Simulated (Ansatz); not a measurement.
# TaN2H5ClOF: molecular dynamics (part 1 of 2)

System: TaN2H5ClOF.
Method: RKS B3LYP-D4/def2-SVP (Ansatz 0.2.0).

It belongs to a series of runs on one base structure; here: dynamics from the start.

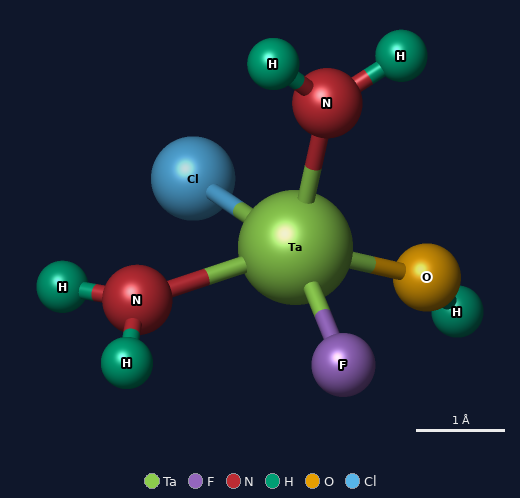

**Figure 1.** The input geometry (ball-and-stick view, seen at a tilt). Sticks mark near contacts.

### The input
```yaml
crystal:
  periodic: [false, false, false]
  atoms:
    - { symbol: Ta, position_ang: [-0.184245, 0.205829, 0.046792] }
    - { symbol: F, position_ang: [1.634016, 0.783753, 0.151896] }
    - { symbol: "N", position_ang: [0.116189, -0.213724, 1.975167] }
    - { symbol: H, position_ang: [-0.436896, -0.860661, 2.531359] }
    - { symbol: H, position_ang: [1.005597, -0.005699, 2.427419] }
    - { symbol: O, position_ang: [0.063813, -0.361818, -1.754043] }
    - { symbol: H, position_ang: [0.182042, -1.088043, -2.373596] }
    - { symbol: "N", position_ang: [-1.178108, 1.889572, -0.012877] }
    - { symbol: H, position_ang: [-1.469516, 2.440199, 0.791479] }
    - { symbol: H, position_ang: [-1.50054, 2.311865, -0.882733] }
    - { symbol: Cl, position_ang: [-1.941652, -1.420574, 0.262036] }
basis:
  gaussian: { orbitals: def2-SVP }
hamiltonian:
  xc: b3lyp
  dispersion: d4
md:
  timestep: 0.25
  n_steps: 150
  ensemble: nve
  temperature: 400.0
  initial_velocities: maxwell_boltzmann
  seed: 536137
```

Hardware: 4 threads of Arm Neoverse V1, 24 GiB of memory available, shared host.

Launched with:
```bash
ansatz run input.yaml --threads 4 --pin off --max-ram 5120MiB --backend cpu --events-out ev --progress --plain --runs-dir out
```

### The program's output
```
Engine: ansatz 0.2.0, aarch64-unknown-linux-gnu
Functional definition: B3LYP
  parameter a0 = 0.2
  parameter ax = 0.72
  parameter ac = 0.81
  exchange = (1 - a0 - ax)*slater_x + ax*b88_x + a0*exact_x
  correlation = (1 - ac)*vwn_rpa_c + ac*lyp_c
1396 factors; integrals over basis functions are off by at most 2.6e-4 eV
mean field evaluation 1: about -21877.9700 eV, gradient 1.0e2 eV
mean field evaluation 2: about -21763.9168 eV, gradient 2.4e2 eV
mean field evaluation 4: about -21897.3063 eV, gradient 1.5e1 eV
mean field evaluation 8: about -21897.7742 eV, gradient 3.9e-1 eV
mean field evaluation 16: about -21897.8354 eV, gradient 3.7e-4 eV
mean field -21897.83541150 eV, -804.7306084868 hartree, gradient 6.2e-5 eV, S^2 0.000000; 0 other end points of the search recorded, 0 dependent functions left out
the calculation of the forces begins
reference -21897.83573541 eV, -804.7306203903 hartree; 33, 33 occupied and 98, 98 virtual orbitals, 1396 factors
md step     0: t =     0.00 fs  T =   400.0 K  F+E_penalty+E_count = -21898.22574558 eV  E_kin = 0.465336 eV  conserved = -21897.76040958 eV  (30 SCF iters)
these checks for a lower state are left out or cut short: starts, cluster_reference, orbital_swaps, neighbouring_geometries, increment
1396 factors; integrals over basis functions are off by at most 2.5e-4 eV
mean field -21897.83215101 eV, -804.7304886659 hartree, gradient 1.3e-5 eV, S^2 0.000000; 0 other end points of the search recorded, 0 dependent functions left out
the calculation of the forces begins
reference -21897.83247491 eV, -804.7305005690 hartree; 33, 33 occupied and 98, 98 virtual orbitals, 1396 factors
md step     1: t =     0.25 fs  T =   397.6 K  F+E_penalty+E_count = -21898.22292329 eV  E_kin = 0.462522 eV  conserved = -21897.76040132 eV  (35 SCF iters)
[... from here on the SCF iterations and repeated set-up lines of each step are left out, up to the last step ...]
md step     2: t =     0.50 fs  T =   390.7 K  F+E_penalty+E_count = -21898.21482891 eV  E_kin = 0.454471 eV  conserved = -21897.76035802 eV  (35 SCF iters)
md step     3: t =     0.75 fs  T =   379.9 K  F+E_penalty+E_count = -21898.20218183 eV  E_kin = 0.441900 eV  conserved = -21897.76028174 eV  (34 SCF iters)
md step     4: t =     1.00 fs  T =   366.2 K  F+E_penalty+E_count = -21898.18621453 eV  E_kin = 0.426035 eV  conserved = -21897.76017984 eV  (34 SCF iters)
md step     5: t =     1.25 fs  T =   351.1 K  F+E_penalty+E_count = -21898.16855182 eV  E_kin = 0.408487 eV  conserved = -21897.76006515 eV  (34 SCF iters)
md step     6: t =     1.50 fs  T =   336.1 K  F+E_penalty+E_count = -21898.15101025 eV  E_kin = 0.391056 eV  conserved = -21897.75995393 eV  (34 SCF iters)
md step     7: t =     1.75 fs  T =   322.8 K  F+E_penalty+E_count = -21898.13534381 eV  E_kin = 0.375480 eV  conserved = -21897.75986349 eV  (34 SCF iters)
md step     8: t =     2.00 fs  T =   312.2 K  F+E_penalty+E_count = -21898.12297703 eV  E_kin = 0.363169 eV  conserved = -21897.75980818 eV  (34 SCF iters)
md step     9: t =     2.25 fs  T =   305.1 K  F+E_penalty+E_count = -21898.11478076 eV  E_kin = 0.354984 eV  conserved = -21897.75979683 eV  (34 SCF iters)
md step    10: t =     2.50 fs  T =   301.8 K  F+E_penalty+E_count = -21898.11093745 eV  E_kin = 0.351107 eV  conserved = -21897.75983026 eV  (34 SCF iters)
md step    11: t =     2.75 fs  T =   301.7 K  F+E_penalty+E_count = -21898.11092827 eV  E_kin = 0.351027 eV  conserved = -21897.75990124 eV  (34 SCF iters)
md step    12: t =     3.00 fs  T =   304.0 K  F+E_penalty+E_count = -21898.11364350 eV  E_kin = 0.353647 eV  conserved = -21897.75999632 eV  (34 SCF iters)
md step    13: t =     3.25 fs  T =   307.3 K  F+E_penalty+E_count = -21898.11758902 eV  E_kin = 0.357490 eV  conserved = -21897.76009898 eV  (34 SCF iters)
md step    14: t =     3.50 fs  T =   310.3 K  F+E_penalty+E_count = -21898.12114180 eV  E_kin = 0.360949 eV  conserved = -21897.76019302 eV  (35 SCF iters)
md step    15: t =     3.75 fs  T =   311.6 K  F+E_penalty+E_count = -21898.12280188 eV  E_kin = 0.362536 eV  conserved = -21897.76026549 eV  (34 SCF iters)
md step    16: t =     4.00 fs  T =   310.4 K  F+E_penalty+E_count = -21898.12139688 eV  E_kin = 0.361089 eV  conserved = -21897.76030830 eV  (34 SCF iters)
md step    17: t =     4.25 fs  T =   305.9 K  F+E_penalty+E_count = -21898.11621255 eV  E_kin = 0.355894 eV  conserved = -21897.76031862 eV  (31 SCF iters)
md step    18: t =     4.50 fs  T =   298.1 K  F+E_penalty+E_count = -21898.10704249 eV  E_kin = 0.346744 eV  conserved = -21897.76029834 eV  (35 SCF iters)
md step    19: t =     4.75 fs  T =   287.0 K  F+E_penalty+E_count = -21898.09416521 eV  E_kin = 0.333913 eV  conserved = -21897.76025260 eV  (35 SCF iters)
md step    20: t =     5.00 fs  T =   273.4 K  F+E_penalty+E_count = -21898.07826743 eV  E_kin = 0.318079 eV  conserved = -21897.76018858 eV  (35 SCF iters)
md step    21: t =     5.25 fs  T =   258.1 K  F+E_penalty+E_count = -21898.06033416 eV  E_kin = 0.300220 eV  conserved = -21897.76011419 eV  (35 SCF iters)
md step    22: t =     5.50 fs  T =   242.0 K  F+E_penalty+E_count = -21898.04152524 eV  E_kin = 0.281488 eV  conserved = -21897.76003699 eV  (34 SCF iters)
md step    23: t =     5.75 fs  T =   226.2 K  F+E_penalty+E_count = -21898.02305415 eV  E_kin = 0.263090 eV  conserved = -21897.75996386 eV  (34 SCF iters)
md step    24: t =     6.00 fs  T =   211.6 K  F+E_penalty+E_count = -21898.00607846 eV  E_kin = 0.246178 eV  conserved = -21897.75990035 eV  (34 SCF iters)
md step    25: t =     6.25 fs  T =   199.2 K  F+E_penalty+E_count = -21897.99160893 eV  E_kin = 0.231758 eV  conserved = -21897.75985082 eV  (34 SCF iters)
md step    26: t =     6.50 fs  T =   189.6 K  F+E_penalty+E_count = -21897.98043836 eV  E_kin = 0.220620 eV  conserved = -21897.75981800 eV  (34 SCF iters)
md step    27: t =     6.75 fs  T =   183.3 K  F+E_penalty+E_count = -21897.97309265 eV  E_kin = 0.213289 eV  conserved = -21897.75980379 eV  (34 SCF iters)
md step    28: t =     7.00 fs  T =   180.5 K  F+E_penalty+E_count = -21897.96980032 eV  E_kin = 0.209992 eV  conserved = -21897.75980880 eV  (34 SCF iters)
md step    29: t =     7.25 fs  T =   181.1 K  F+E_penalty+E_count = -21897.97048159 eV  E_kin = 0.210649 eV  conserved = -21897.75983264 eV  (34 SCF iters)
md step    30: t =     7.50 fs  T =   184.7 K  F+E_penalty+E_count = -21897.97475475 eV  E_kin = 0.214881 eV  conserved = -21897.75987390 eV  (34 SCF iters)
md step    31: t =     7.75 fs  T =   190.9 K  F+E_penalty+E_count = -21897.98195945 eV  E_kin = 0.222029 eV  conserved = -21897.75993021 eV  (34 SCF iters)
md step    32: t =     8.00 fs  T =   198.7 K  F+E_penalty+E_count = -21897.99119681 eV  E_kin = 0.231199 eV  conserved = -21897.75999814 eV  (34 SCF iters)
md step    33: t =     8.25 fs  T =   207.4 K  F+E_penalty+E_count = -21898.00138621 eV  E_kin = 0.241313 eV  conserved = -21897.76007325 eV  (34 SCF iters)
md step    34: t =     8.50 fs  T =   215.9 K  F+E_penalty+E_count = -21898.01133893 eV  E_kin = 0.251189 eV  conserved = -21897.76015005 eV  (34 SCF iters)
md step    35: t =     8.75 fs  T =   223.2 K  F+E_penalty+E_count = -21898.01984783 eV  E_kin = 0.259626 eV  conserved = -21897.76022216 eV  (34 SCF iters)
md step    36: t =     9.00 fs  T =   228.2 K  F+E_penalty+E_count = -21898.02579046 eV  E_kin = 0.265508 eV  conserved = -21897.76028257 eV  (30 SCF iters)
md step    37: t =     9.25 fs  T =   230.3 K  F+E_penalty+E_count = -21898.02824050 eV  E_kin = 0.267916 eV  conserved = -21897.76032410 eV  (34 SCF iters)
md step    38: t =     9.50 fs  T =   228.9 K  F+E_penalty+E_count = -21898.02657862 eV  E_kin = 0.266238 eV  conserved = -21897.76034033 eV  (34 SCF iters)
md step    39: t =     9.75 fs  T =   223.7 K  F+E_penalty+E_count = -21898.02059001 eV  E_kin = 0.260263 eV  conserved = -21897.76032725 eV  (34 SCF iters)
md step    40: t =    10.00 fs  T =   215.1 K  F+E_penalty+E_count = -21898.01052896 eV  E_kin = 0.250246 eV  conserved = -21897.76028322 eV  (34 SCF iters)
md step    41: t =    10.25 fs  T =   203.7 K  F+E_penalty+E_count = -21897.99713598 eV  E_kin = 0.236925 eV  conserved = -21897.76021105 eV  (34 SCF iters)
md step    42: t =    10.50 fs  T =   190.4 K  F+E_penalty+E_count = -21897.98158780 eV  E_kin = 0.221469 eV  conserved = -21897.76011832 eV  (34 SCF iters)
md step    43: t =    10.75 fs  T =   176.5 K  F+E_penalty+E_count = -21897.96537397 eV  E_kin = 0.205357 eV  conserved = -21897.76001701 eV  (34 SCF iters)
md step    44: t =    11.00 fs  T =   163.5 K  F+E_penalty+E_count = -21897.95010669 eV  E_kin = 0.190185 eV  conserved = -21897.75992212 eV  (34 SCF iters)
md step    45: t =    11.25 fs  T =   152.5 K  F+E_penalty+E_count = -21897.93728765 eV  E_kin = 0.177439 eV  conserved = -21897.75984875 eV  (34 SCF iters)
md step    46: t =    11.50 fs  T =   144.6 K  F+E_penalty+E_count = -21897.92807350 eV  E_kin = 0.168264 eV  conserved = -21897.75980949 eV  (34 SCF iters)
md step    47: t =    11.75 fs  T =   140.4 K  F+E_penalty+E_count = -21897.92308542 eV  E_kin = 0.163275 eV  conserved = -21897.75981030 eV  (34 SCF iters)
md step    48: t =    12.00 fs  T =   139.6 K  F+E_penalty+E_count = -21897.92231008 eV  E_kin = 0.162459 eV  conserved = -21897.75985070 eV  (34 SCF iters)
md step    49: t =    12.25 fs  T =   142.0 K  F+E_penalty+E_count = -21897.92511008 eV  E_kin = 0.165187 eV  conserved = -21897.75992281 eV  (35 SCF iters)
md step    50: t =    12.50 fs  T =   146.4 K  F+E_penalty+E_count = -21897.93034515 eV  E_kin = 0.170332 eV  conserved = -21897.76001360 eV  (35 SCF iters)
md step    51: t =    12.75 fs  T =   151.7 K  F+E_penalty+E_count = -21897.93657377 eV  E_kin = 0.176466 eV  conserved = -21897.76010767 eV  (35 SCF iters)
md step    52: t =    13.00 fs  T =   156.5 K  F+E_penalty+E_count = -21897.94229062 eV  E_kin = 0.182100 eV  conserved = -21897.76019068 eV  (35 SCF iters)
md step    53: t =    13.25 fs  T =   159.8 K  F+E_penalty+E_count = -21897.94615172 eV  E_kin = 0.185900 eV  conserved = -21897.76025160 eV  (35 SCF iters)
md step    54: t =    13.50 fs  T =   160.6 K  F+E_penalty+E_count = -21897.94714967 eV  E_kin = 0.186866 eV  conserved = -21897.76028407 eV  (31 SCF iters)
md step    55: t =    13.75 fs  T =   158.5 K  F+E_penalty+E_count = -21897.94471778 eV  E_kin = 0.184431 eV  conserved = -21897.76028657 eV  (35 SCF iters)
md step    56: t =    14.00 fs  T =   153.4 K  F+E_penalty+E_count = -21897.93875981 eV  E_kin = 0.178498 eV  conserved = -21897.76026163 eV  (35 SCF iters)
md step    57: t =    14.25 fs  T =   145.6 K  F+E_penalty+E_count = -21897.92961575 eV  E_kin = 0.169401 eV  conserved = -21897.76021472 eV  (35 SCF iters)
md step    58: t =    14.50 fs  T =   135.7 K  F+E_penalty+E_count = -21897.91798121 eV  E_kin = 0.157829 eV  conserved = -21897.76015258 eV  (35 SCF iters)
md step    59: t =    14.75 fs  T =   124.4 K  F+E_penalty+E_count = -21897.90480166 eV  E_kin = 0.144719 eV  conserved = -21897.76008262 eV  (35 SCF iters)
md step    60: t =    15.00 fs  T =   112.7 K  F+E_penalty+E_count = -21897.89115746 eV  E_kin = 0.131146 eV  conserved = -21897.76001173 eV  (35 SCF iters)
md step    61: t =    15.25 fs  T =   101.6 K  F+E_penalty+E_count = -21897.87815449 eV  E_kin = 0.118209 eV  conserved = -21897.75994583 eV  (35 SCF iters)
md step    62: t =    15.50 fs  T =    91.9 K  F+E_penalty+E_count = -21897.86682849 eV  E_kin = 0.106939 eV  conserved = -21897.75988964 eV  (35 SCF iters)
md step    63: t =    15.75 fs  T =    84.4 K  F+E_penalty+E_count = -21897.85806770 eV  E_kin = 0.098221 eV  conserved = -21897.75984662 eV  (35 SCF iters)
md step    64: t =    16.00 fs  T =    79.7 K  F+E_penalty+E_count = -21897.85255513 eV  E_kin = 0.092736 eV  conserved = -21897.75981906 eV  (35 SCF iters)
md step    65: t =    16.25 fs  T =    78.2 K  F+E_penalty+E_count = -21897.85073007 eV  E_kin = 0.090922 eV  conserved = -21897.75980817 eV  (35 SCF iters)
md step    66: t =    16.50 fs  T =    79.9 K  F+E_penalty+E_count = -21897.85276697 eV  E_kin = 0.092953 eV  conserved = -21897.75981422 eV  (36 SCF iters)
md step    67: t =    16.75 fs  T =    84.9 K  F+E_penalty+E_count = -21897.85857012 eV  E_kin = 0.098733 eV  conserved = -21897.75983667 eV  (34 SCF iters)
md step    68: t =    17.00 fs  T =    92.8 K  F+E_penalty+E_count = -21897.86778241 eV  E_kin = 0.107908 eV  conserved = -21897.75987419 eV  (34 SCF iters)
md step    69: t =    17.25 fs  T =   103.1 K  F+E_penalty+E_count = -21897.87980746 eV  E_kin = 0.119883 eV  conserved = -21897.75992468 eV  (35 SCF iters)
md step    70: t =    17.50 fs  T =   115.1 K  F+E_penalty+E_count = -21897.89384498 eV  E_kin = 0.133860 eV  conserved = -21897.75998520 eV  (36 SCF iters)
md step    71: t =    17.75 fs  T =   128.0 K  F+E_penalty+E_count = -21897.90893981 eV  E_kin = 0.148888 eV  conserved = -21897.76005189 eV  (36 SCF iters)
md step    72: t =    18.00 fs  T =   140.9 K  F+E_penalty+E_count = -21897.92404575 eV  E_kin = 0.163926 eV  conserved = -21897.76011992 eV  (32 SCF iters)
md step    73: t =    18.25 fs  T =   152.9 K  F+E_penalty+E_count = -21897.93810433 eV  E_kin = 0.177921 eV  conserved = -21897.76018352 eV  (36 SCF iters)
md step    74: t =    18.50 fs  T =   163.2 K  F+E_penalty+E_count = -21897.95013734 eV  E_kin = 0.189901 eV  conserved = -21897.76023626 eV  (35 SCF iters)
md step    75: t =    18.75 fs  T =   171.1 K  F+E_penalty+E_count = -21897.95934862 eV  E_kin = 0.199077 eV  conserved = -21897.76027151 eV  (35 SCF iters)
md step    76: t =    19.00 fs  T =   176.2 K  F+E_penalty+E_count = -21897.96522646 eV  E_kin = 0.204943 eV  conserved = -21897.76028338 eV  (35 SCF iters)
md step    77: t =    19.25 fs  T =   178.2 K  F+E_penalty+E_count = -21897.96763256 eV  E_kin = 0.207365 eV  conserved = -21897.76026792 eV  (35 SCF iters)
md step    78: t =    19.50 fs  T =   177.6 K  F+E_penalty+E_count = -21897.96685935 eV  E_kin = 0.206635 eV  conserved = -21897.76022437 eV  (35 SCF iters)
md step    79: t =    19.75 fs  T =   174.9 K  F+E_penalty+E_count = -21897.96363602 eV  E_kin = 0.203480 eV  conserved = -21897.76015621 eV  (35 SCF iters)
md step    80: t =    20.00 fs  T =   171.1 K  F+E_penalty+E_count = -21897.95906773 eV  E_kin = 0.198996 eV  conserved = -21897.76007180 eV  (35 SCF iters)
md step    81: t =    20.25 fs  T =   167.2 K  F+E_penalty+E_count = -21897.95450219 eV  E_kin = 0.194518 eV  conserved = -21897.75998380 eV  (34 SCF iters)
md step    82: t =    20.50 fs  T =   164.5 K  F+E_penalty+E_count = -21897.95133401 eV  E_kin = 0.191427 eV  conserved = -21897.75990661 eV  (34 SCF iters)
md step    83: t =    20.75 fs  T =   164.1 K  F+E_penalty+E_count = -21897.95077822 eV  E_kin = 0.190924 eV  conserved = -21897.75985433 eV  (34 SCF iters)
md step    84: t =    21.00 fs  T =   166.6 K  F+E_penalty+E_count = -21897.95365430 eV  E_kin = 0.193817 eV  conserved = -21897.75983718 eV  (34 SCF iters)
md step    85: t =    21.25 fs  T =   172.2 K  F+E_penalty+E_count = -21897.96022981 eV  E_kin = 0.200371 eV  conserved = -21897.75985905 eV  (34 SCF iters)
md step    86: t =    21.50 fs  T =   180.7 K  F+E_penalty+E_count = -21897.97016073 eV  E_kin = 0.210244 eV  conserved = -21897.75991651 eV  (34 SCF iters)
md step    87: t =    21.75 fs  T =   191.3 K  F+E_penalty+E_count = -21897.98254376 eV  E_kin = 0.222544 eV  conserved = -21897.75999995 eV  (34 SCF iters)
md step    88: t =    22.00 fs  T =   202.8 K  F+E_penalty+E_count = -21897.99606669 eV  E_kin = 0.235971 eV  conserved = -21897.76009539 eV  (34 SCF iters)
md step    89: t =    22.25 fs  T =   214.1 K  F+E_penalty+E_count = -21898.00922295 eV  E_kin = 0.249035 eV  conserved = -21897.76018797 eV  (34 SCF iters)
md step    90: t =    22.50 fs  T =   223.7 K  F+E_penalty+E_count = -21898.02054176 eV  E_kin = 0.260277 eV  conserved = -21897.76026483 eV  (34 SCF iters)
md step    91: t =    22.75 fs  T =   230.8 K  F+E_penalty+E_count = -21898.02878984 eV  E_kin = 0.268473 eV  conserved = -21897.76031699 eV  (31 SCF iters)
md step    92: t =    23.00 fs  T =   234.5 K  F+E_penalty+E_count = -21898.03311429 eV  E_kin = 0.272774 eV  conserved = -21897.76034031 eV  (35 SCF iters)
md step    93: t =    23.25 fs  T =   234.5 K  F+E_penalty+E_count = -21898.03311278 eV  E_kin = 0.272778 eV  conserved = -21897.76033492 eV  (35 SCF iters)
md step    94: t =    23.50 fs  T =   230.8 K  F+E_penalty+E_count = -21898.02883585 eV  E_kin = 0.268531 eV  conserved = -21897.76030442 eV  (35 SCF iters)
md step    95: t =    23.75 fs  T =   223.9 K  F+E_penalty+E_count = -21898.02073488 eV  E_kin = 0.260480 eV  conserved = -21897.76025461 eV  (36 SCF iters)
md step    96: t =    24.00 fs  T =   214.4 K  F+E_penalty+E_count = -21898.00957522 eV  E_kin = 0.249383 eV  conserved = -21897.76019194 eV  (35 SCF iters)
md step    97: t =    24.25 fs  T =   203.0 K  F+E_penalty+E_count = -21897.99633392 eV  E_kin = 0.236211 eV  conserved = -21897.76012297 eV  (36 SCF iters)
md step    98: t =    24.50 fs  T =   190.9 K  F+E_penalty+E_count = -21897.98209593 eV  E_kin = 0.222042 eV  conserved = -21897.76005378 eV  (36 SCF iters)
md step    99: t =    24.75 fs  T =   178.8 K  F+E_penalty+E_count = -21897.96795887 eV  E_kin = 0.207970 eV  conserved = -21897.75998927 eV  (34 SCF iters)
md step   100: t =    25.00 fs  T =   167.6 K  F+E_penalty+E_count = -21897.95495259 eV  E_kin = 0.195019 eV  conserved = -21897.75993330 eV  (34 SCF iters)
md step   101: t =    25.25 fs  T =   158.2 K  F+E_penalty+E_count = -21897.94397440 eV  E_kin = 0.184086 eV  conserved = -21897.75988873 eV  (34 SCF iters)
md step   102: t =    25.50 fs  T =   151.2 K  F+E_penalty+E_count = -21897.93573980 eV  E_kin = 0.175882 eV  conserved = -21897.75985787 eV  (34 SCF iters)
md step   103: t =    25.75 fs  T =   146.9 K  F+E_penalty+E_count = -21897.93074607 eV  E_kin = 0.170904 eV  conserved = -21897.75984227 eV  (34 SCF iters)
md step   104: t =    26.00 fs  T =   145.6 K  F+E_penalty+E_count = -21897.92924723 eV  E_kin = 0.169405 eV  conserved = -21897.75984239 eV  (34 SCF iters)
md step   105: t =    26.25 fs  T =   147.3 K  F+E_penalty+E_count = -21897.93124107 eV  E_kin = 0.171382 eV  conserved = -21897.75985885 eV  (35 SCF iters)
md step   106: t =    26.50 fs  T =   151.8 K  F+E_penalty+E_count = -21897.93646403 eV  E_kin = 0.176573 eV  conserved = -21897.75989100 eV  (34 SCF iters)
md step   107: t =    26.75 fs  T =   158.6 K  F+E_penalty+E_count = -21897.94440042 eV  E_kin = 0.184463 eV  conserved = -21897.75993764 eV  (34 SCF iters)
md step   108: t =    27.00 fs  T =   167.0 K  F+E_penalty+E_count = -21897.95430494 eV  E_kin = 0.194309 eV  conserved = -21897.75999628 eV  (36 SCF iters)
md step   109: t =    27.25 fs  T =   176.4 K  F+E_penalty+E_count = -21897.96524476 eV  E_kin = 0.205181 eV  conserved = -21897.76006328 eV  (31 SCF iters)
md step   110: t =    27.50 fs  T =   185.7 K  F+E_penalty+E_count = -21897.97616204 eV  E_kin = 0.216029 eV  conserved = -21897.76013318 eV  (35 SCF iters)
md step   111: t =    27.75 fs  T =   194.1 K  F+E_penalty+E_count = -21897.98596110 eV  E_kin = 0.225762 eV  conserved = -21897.76019958 eV  (35 SCF iters)
md step   112: t =    28.00 fs  T =   200.6 K  F+E_penalty+E_count = -21897.99361462 eV  E_kin = 0.233360 eV  conserved = -21897.76025444 eV  (35 SCF iters)
md step   113: t =    28.25 fs  T =   204.6 K  F+E_penalty+E_count = -21897.99828605 eV  E_kin = 0.237996 eV  conserved = -21897.76028999 eV  (35 SCF iters)
```
